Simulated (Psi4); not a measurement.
# One shape, several levels: doublet C6H12S+

Aim: a comparison of 4 runs (UHF/def2-SVP, UPBE/def2-SVP, USVWN5/def2-SVP, UMP2/def2-SVP) of doublet C6H12S+. 

Program for the calculation: Psi4 1.11.

### 1 The system as given

The species is C6H12S+ (19 atoms), meant as a doublet with charge +1. As SMILES of the parent species, `SC1CCCCC1`. Geometry: relaxed at PBE0-D4/def2-TZVP. This is one conformer, not always the lowest. That shape belongs to the parent species and isn't relaxed for this state.

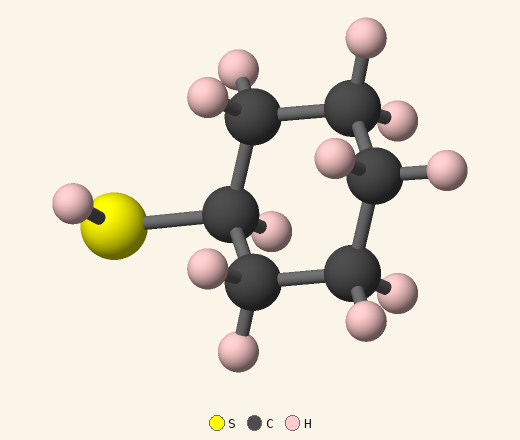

Viewed from a chosen angle; sulfur yellow, carbon dark grey, hydrogen pink.

### 2 Energy and gradient at UHF/def2-SVP (density fitting) (run 1)

Input file job.in:

```
memory 2.2 GB

molecule {
  1 2
  S      2.960370     0.526940     0.193200
  C      1.220080     0.324220    -0.285030
  C      0.758600    -1.123850    -0.204520
  C     -0.686310    -1.270480    -0.667020
  C     -1.616680    -0.351310     0.110940
  C     -1.152800     1.095600     0.027580
  C      0.291240     1.246630     0.491370
  H      2.812950     0.124010     1.466750
  H      1.222310     0.633730    -1.337860
  H      0.844960    -1.460120     0.836580
  H      1.424820    -1.757880    -0.794250
  H     -0.748730    -1.028200    -1.735360
  H     -1.003820    -2.312490    -0.566840
  H     -1.635940    -0.663840     1.162610
  H     -2.641330    -0.444280    -0.260500
  H     -1.235910     1.442840    -1.009950
  H     -1.803270     1.742410     0.623540
  H      0.360900     0.995090     1.557340
  H      0.628540     2.280970     0.391410
  symmetry c1
}

set {
  basis         def2-SVP
  reference     uhf
  puream        true
  e_convergence 1e-09
  d_convergence 1e-08
  scf_type      df
  maxiter       100
}

result, w = gradient('scf', return_wfn=True)
oeprop(w, 'MAYER_INDICES', 'WIBERG_LOWDIN_INDICES', 'DIPOLE', title='SCF')
```

Launch:

```sh
$ psi4 job.in job.out -n 1
```

job.out:

```text
[...]
  Running in c1 symmetry.
[...]
  Nuclear repulsion =  385.658289368280975
[...]
  Multiplicity = 2
[...]
  Nalpha       = 32
  Nbeta        = 31
[...]
    Number of basis functions: 162
[...]
   @DF-UHF iter   1:  -630.93637274135040    5.24178e-01   3.33054e-03 DIIS/ADIIS
[...]
   @DF-UHF iter  16:  -631.15125238651910   -4.32010e-12   4.97114e-09 DIIS
[...]
   @S^2 Observed:                7.624041861E-01
[...]
    Orbital Energies [Eh]
    ---------------------
    Alpha Occupied:
       1A    -92.256932     2A    -11.474982     3A    -11.408650
       4A    -11.408634     5A    -11.371685     6A    -11.371681
       7A    -11.357149     8A     -9.291080     9A     -6.992205
      10A     -6.974072    11A     -6.972001    12A     -1.355119
      13A     -1.258898    14A     -1.171338    15A     -1.149610
      16A     -1.000624    17A     -0.996509    18A     -0.926113
      19A     -0.848139    20A     -0.799872    21A     -0.792359
      22A     -0.788493    23A     -0.754967    24A     -0.751657
      25A     -0.703911    26A     -0.703784    27A     -0.675908
      28A     -0.672138    29A     -0.649606    30A     -0.608704
      31A     -0.605967    32A     -0.598373
[...]
  @DF-UHF Final Energy:  -631.15125238651910
   => Energetics <=
    Nuclear Repulsion Energy =            385.6582893682809754
    One-Electron Energy =               -1617.1937113974513522
    Two-Electron Energy =                 600.3841696426512726
    Total Energy =                       -631.1512523865191042
  UHF NO Occupations:
  HONO-2 :   30  A 1.9991096
  HONO-1 :   31  A 1.9953306
[...]
  -Total Gradient:
     Atom            X                  Y                   Z
    ------   -----------------  -----------------  -----------------
       1        0.001142435859     0.002025936629    -0.006134175212
       2        0.018183535147    -0.004396429149     0.027177919959
       3       -0.015019874970     0.016421410149    -0.008787045431
       4        0.005314118744    -0.001246935871     0.007891362976
       5        0.004380115990     0.002409618961    -0.005269113039
       6        0.005323456386    -0.001290820599     0.007879811936
       7       -0.009136414674    -0.013444016587    -0.017550823990
       8       -0.004717377711    -0.000420767177    -0.001734724479
       9       -0.003453123150     0.000364643258    -0.003562813768
      10        0.001101093576     0.000757001806     0.001626369617
      11        0.002474919656     0.001412278031     0.000542735846
      12       -0.000457046215     0.001761567760    -0.001874892063
[...]
 Multipole Moments:
 ------------------------------------------------------------------------------------
     Multipole            Electronic (a.u.)      Nuclear  (a.u.)        Total (a.u.)
 ------------------------------------------------------------------------------------
 L = 1.  Multiply by 2.5417464519 to convert [e a0] to [Debye]
 Dipole X            :         11.0487017           -9.2245171            1.8241846
 Dipole Y            :          2.1282315           -1.9064457            0.2217857
 Dipole Z            :          0.1706532            0.2989734            0.4696266
 Magnitude           :                                                    1.8966781
[...]
```

It took 19 s on 1 thread of Intel Xeon Platinum 8175M at 2.50GHz (Skylake/Cascade Lake), shared host; peak memory 0.4 GiB.

### 3 Energy and gradient at UPBE/def2-SVP (density fitting) (run 2)

Edit job.in of step 2 so:

```diff
@@ -1,4 +1,4 @@
-memory 2.2 GB
+memory 2200 mb
 
-molecule {
+molecule system {
   1 2
@@ -24,2 +24,4 @@
   symmetry c1
+  no_reorient
+  no_com
 }
@@ -27,12 +29,13 @@
 set {
-  basis         def2-SVP
-  reference     uhf
-  puream        true
-  e_convergence 1e-09
-  d_convergence 1e-08
-  scf_type      df
-  maxiter       100
+  reference            uks
+  puream               true
+  e_convergence        1e-09
+  d_convergence        1e-08
+  scf_type             df
+  dft_radial_points    99
+  dft_spherical_points 590
+  maxiter              100
 }
 
-result, w = gradient('scf', return_wfn=True)
-oeprop(w, 'MAYER_INDICES', 'WIBERG_LOWDIN_INDICES', 'DIPOLE', title='SCF')
+energy_value, wavefunction = gradient('pbe/def2-SVP', return_wfn=True)
+oeprop(wavefunction, 'WIBERG_LOWDIN_INDICES', 'QUADRUPOLE', 'MULLIKEN_CHARGES')
```

Launch:

```sh
$ psi4 job.in job.out -n 1
```

job.out, shortened:

```text
[...]
  Running in c1 symmetry.
[...]
  Nuclear repulsion =  385.658289368280975
[...]
  Multiplicity = 2
[...]
  Nalpha       = 32
  Nbeta        = 31
[...]
    Number of basis functions: 162
[...]
   @DF-UKS iter   1:  -632.11167007804704    9.07127e-01   7.38049e-03 ADIIS/DIIS
[...]
   @DF-UKS iter  18:  -632.95192169745690   -1.02318e-12   1.53802e-09 DIIS
[...]
   @S^2 Observed:                7.516024028E-01
[...]
  @DF-UKS Final Energy:  -632.95192169745690
   => Energetics <=
    Nuclear Repulsion Energy =            385.6582893682809754
    One-Electron Energy =               -1618.4024224628856246
    Two-Electron Energy =                 661.7172088257839278
    DFT Exchange-Correlation Energy =     -61.9249974286361962
    Empirical Dispersion Energy =           0.0000000000000000
    VV10 Nonlocal Energy =                  0.0000000000000000
    Total Energy =                       -632.9519216974568963
[...]
  -Total Gradient:
     Atom            X                  Y                   Z
    ------   -----------------  -----------------  -----------------
       1        0.003728589386    -0.003319449765     0.013809693096
       2       -0.015242120593    -0.007337933794     0.014754983834
       3        0.005484749361     0.019376679400    -0.005726199053
       4       -0.007646905726    -0.020525980092     0.002197973280
       5        0.008151106298     0.002789915880    -0.004033390179
       6       -0.014084901186     0.012133083424     0.011786995845
       7        0.011303303537    -0.010155562833    -0.014392916053
       8        0.000781426000     0.004488508570    -0.014764496671
       9       -0.002304585804    -0.003329860775     0.009793511530
      10       -0.000204114470     0.004329075670    -0.009530755917
      11       -0.006325760808     0.005130439505     0.006633051821
      12        0.000456937843    -0.000551104296     0.009725852973
[...]
```

It took 4.3 min on 1 thread of Intel Xeon Platinum 8175M at 2.50GHz (Skylake/Cascade Lake), shared host; peak memory 1.7 GiB.

### 4 The energy at USVWN5/def2-SVP (density fitting) (run 3)

Input file job.dat:

```
memory 2.2 GB

molecule system {
  1 2
  S
  C 1 R2
  C 2 R3 1 A3
  C 3 R4 2 A4 1 D4
  C 4 R5 3 A5 2 D5
  C 5 R6 4 A6 3 D6
  C 2 R7 3 A7 4 D7
  H 1 R8 2 A8 3 D8
  H 2 R9 3 A9 4 D9
  H 3 R10 2 A10 9 D10
  H 3 R11 10 A11 2 D11
  H 4 R12 5 A12 6 D12
  H 4 R13 12 A13 5 D13
  H 5 R14 6 A14 7 D14
  H 5 R15 14 A15 6 D15
  H 6 R16 5 A16 15 D16
  H 6 R17 16 A17 5 D17
  H 7 R18 2 A18 9 D18
  H 7 R19 18 A19 2 D19

  R2 = 1.816152
  R3 = 1.521957
  A3 = 112.50858
  R4 = 1.524195
  A4 = 111.27975
  D4 = -177.61429
  R5 = 1.521737
  A5 = 111.49056
  D5 = -55.16753
  R6 = 1.521737
  A6 = 111.097
  D6 = 55.17975
  R7 = 1.521966
  A7 = 111.38344
  D7 = 54.99252
  R8 = 1.343881
  A8 = 96.37054
  D8 = -63.39692
  R9 = 1.097384
  A9 = 108.6459
  D9 = -64.64446
  R10 = 1.097463
  A10 = 108.53317
  D10 = 174.86128
  R11 = 1.092531
  A11 = 106.63411
  D11 = 118.22853
  R12 = 1.097245
  A12 = 109.2451
  D12 = -65.54924
  R13 = 1.093907
  A13 = 106.43859
  D13 = 119.38873
  R14 = 1.097295
  A14 = 109.18783
  D14 = 65.3018
  R15 = 1.093855
  A15 = 106.54697
  D15 = -119.1776
  R16 = 1.097247
  A16 = 109.24524
  D16 = -57.18022
  R17 = 1.093912
  A17 = 106.43859
  D17 = -119.38915
  R18 = 1.097459
  A18 = 108.53257
  D18 = -174.86145
  R19 = 1.09253
  A19 = 106.63458
  D19 = -118.22772
  symmetry c1
}

set {
  basis def2-SVP
  reference uks
  puream true
  e_convergence 1e-09
  d_convergence 1e-08
  scf_type df
  dft_radial_points 99
  dft_spherical_points 590
  maxiter 100
}

e_tot, wfn = energy('scf', dft_functional={"name": "SVWN5", "x_functionals": {"LDA_X": {}}, "c_functionals": {"LDA_C_VWN": {}}}, return_wfn=True)
```

Launch:

```sh
$ psi4 -i job.dat -o job.out -n 1
```

job.out:

```text
[...]
  Running in c1 symmetry.
[...]
  Nuclear repulsion =  385.658315623625583
[...]
  Multiplicity = 2
[...]
  Nalpha       = 32
  Nbeta        = 31
[...]
    Number of basis functions: 162
[...]
   @DF-UKS iter   1:  -628.92832270646193    1.11223e+00   7.84206e-03 DIIS/ADIIS
[...]
   @DF-UKS iter  16:  -629.87162278578796   -8.39009e-11   8.43435e-09 DIIS
[...]
   @S^2 Observed:                7.508376734E-01
[...]
    Orbital Energies [Eh]
    ---------------------
    Alpha Occupied:
       1A    -87.953931     2A    -10.034241     3A     -9.977398
       4A     -9.977349     5A     -9.955880     6A     -9.955833
       7A     -9.941292     8A     -7.903555     9A     -5.962714
      10A     -5.962669    11A     -5.958388    12A     -0.978351
      13A     -0.910842    14A     -0.851348    15A     -0.830498
      16A     -0.729302    17A     -0.723669    18A     -0.679363
      19A     -0.634184    20A     -0.590350    21A     -0.583242
      22A     -0.580982    23A     -0.557019    24A     -0.547882
      25A     -0.524351    26A     -0.520940    27A     -0.491668
      28A     -0.477359    29A     -0.468425    30A     -0.450583
      31A     -0.445191    32A     -0.444216
[...]
  @DF-UKS Final Energy:  -629.87162278578796
   => Energetics <=
    Nuclear Repulsion Energy =            385.6583156236255832
    One-Electron Energy =               -1618.3671001467719179
    Two-Electron Energy =                 661.5806920835549363
    DFT Exchange-Correlation Energy =     -58.7435303461965717
    Empirical Dispersion Energy =           0.0000000000000000
    VV10 Nonlocal Energy =                  0.0000000000000000
    Total Energy =                       -629.8716227857879630
[...]
 Multipole Moments:
 ------------------------------------------------------------------------------------
     Multipole            Electronic (a.u.)      Nuclear  (a.u.)        Total (a.u.)
 ------------------------------------------------------------------------------------
 L = 1.  Multiply by 2.5417464519 to convert [e a0] to [Debye]
 Dipole X            :         -2.3987512            2.5753404            0.1765892
 Dipole Y            :          1.2013771           -1.2898101           -0.0884331
 Dipole Z            :         -9.5400532            8.9732736           -0.5667797
 Magnitude           :                                                    0.6002028
[...]
```

It took 2.2 min on 1 thread of Intel Xeon Platinum 8175M at 2.50GHz (Skylake/Cascade Lake), shared host; peak memory 1.4 GiB.

### 5 A single-point energy at UMP2/def2-SVP (fitted SCF) (run 4)

Input file c6h12s.inp:

```
memory 2200 MB

molecule system {
  1 2
  S      2.960370     0.526940     0.193200
  C      1.220080     0.324220    -0.285030
  C      0.758600    -1.123850    -0.204520
  C     -0.686310    -1.270480    -0.667020
  C     -1.616680    -0.351310     0.110940
  C     -1.152800     1.095600     0.027580
  C      0.291240     1.246630     0.491370
  H      2.812950     0.124010     1.466750
  H      1.222310     0.633730    -1.337860
  H      0.844960    -1.460120     0.836580
  H      1.424820    -1.757880    -0.794250
  H     -0.748730    -1.028200    -1.735360
  H     -1.003820    -2.312490    -0.566840
  H     -1.635940    -0.663840     1.162610
  H     -2.641330    -0.444280    -0.260500
  H     -1.235910     1.442840    -1.009950
  H     -1.803270     1.742410     0.623540
  H      0.360900     0.995090     1.557340
  H      0.628540     2.280970     0.391410
  symmetry c1
}

set reference uhf
set puream true
set e_convergence 1e-09
set d_convergence 1e-08
set scf_type df
set num_frozen_docc 11
set mp2_type conv
set maxiter 100

energy('mp2/def2-SVP')
print_variables()
```

Launch:

```sh
$ psi4 c6h12s.inp c6h12s.out -n 1
```

c6h12s.out:

```text
[...]
  Running in c1 symmetry.
[...]
  Nuclear repulsion =  385.658289368280975
[...]
  Multiplicity = 2
[...]
  Nalpha       = 32
  Nbeta        = 31
[...]
    Number of basis functions: 162
[...]
   @DF-UHF iter   1:  -630.93637274135040    5.24178e-01   3.33054e-03 ADIIS/DIIS
[...]
   @DF-UHF iter  16:  -631.15125238651910   -4.32010e-12   4.97114e-09 DIIS
[...]
   @S^2 Observed:                7.624041861E-01
[...]
    Orbital Energies [Eh]
    ---------------------
    Alpha Occupied:
       1A    -92.256932     2A    -11.474982     3A    -11.408650
       4A    -11.408634     5A    -11.371685     6A    -11.371681
       7A    -11.357149     8A     -9.291080     9A     -6.992205
      10A     -6.974072    11A     -6.972001    12A     -1.355119
      13A     -1.258898    14A     -1.171338    15A     -1.149610
      16A     -1.000624    17A     -0.996509    18A     -0.926113
      19A     -0.848139    20A     -0.799872    21A     -0.792359
      22A     -0.788493    23A     -0.754967    24A     -0.751657
      25A     -0.703911    26A     -0.703784    27A     -0.675908
      28A     -0.672138    29A     -0.649606    30A     -0.608704
      31A     -0.605967    32A     -0.598373
[...]
  @DF-UHF Final Energy:  -631.15125238651910
   => Energetics <=
    Nuclear Repulsion Energy =            385.6582893682809754
    One-Electron Energy =               -1617.1937113974513522
    Two-Electron Energy =                 600.3841696426512726
    Total Energy =                       -631.1512523865191042
  UHF NO Occupations:
  HONO-2 :   30  A 1.9991096
  HONO-1 :   31  A 1.9953306
[...]
 Multipole Moments:
 ------------------------------------------------------------------------------------
     Multipole            Electronic (a.u.)      Nuclear  (a.u.)        Total (a.u.)
 ------------------------------------------------------------------------------------
 L = 1.  Multiply by 2.5417464519 to convert [e a0] to [Debye]
 Dipole X            :         11.0487017           -9.2245171            1.8241846
 Dipole Y            :          2.1282315           -1.9064457            0.2217857
 Dipole Z            :          0.1706532            0.2989734            0.4696266
 Magnitude           :                                                    1.8966781
[...]
	SCS-MP2 Total Energy (a.u.)        :  -632.10445338265561
	SOS-MP2 Total Energy (a.u.)        :  -632.02933674122357
	SCSN-MP2 Total Energy (a.u.)       :  -631.54786825328028
[...]
	SOS-PI-MP2 Total Energy (a.u.)     :  -632.17568413367428
[...]
	MP2 Total Energy (a.u.)            :  -632.10833927306896
[...]
```

Run time: 62 s. Hardware: 1 thread of Intel Xeon Platinum 8175M at 2.50GHz (Skylake/Cascade Lake), shared host; peak memory 1.5 GiB.

### 6 The series

```csv
run,level,integration grid,task,energy (Eh),HOMO energy (eV),LUMO energy (eV),⟨S²⟩,wall time
1,UHF/def2-SVP (density fitting),–,gradient,-631.151252,-16.28,-6.48,0.762,19 s
2,UPBE/def2-SVP (density fitting),99 radial × 590 angular,gradient,-632.951922,-12.02,-11.49,0.752,4.3 min
3,USVWN5/def2-SVP (density fitting),99 radial × 590 angular,energy,-629.871623,-12.06,-11.65,0.751,2.2 min
4,UMP2/def2-SVP (fitted SCF),–,energy,-632.108339,-16.28,-6.48,0.762,62 s
```

### 7 Outcome

| quantity | value |
| --- | --- |
| run 4: total energy | -632.10834 Eh |
| run 4: HOMO energy (Hartree–Fock orbitals) (highest over α and β) | -16.28 eV |
| run 4: LUMO energy (Hartree–Fock orbitals) (lowest over α and β) | -6.48 eV |
| run 4: correlation energy (11 core orbitals frozen) | -957.1 mEh |
| run 4: ⟨S²⟩ of the reference determinant | 0.762 |

What this shows: Totals of different functionals can't be ranked against each other. All runs together took 7.8 min, the longest 4.3 min.
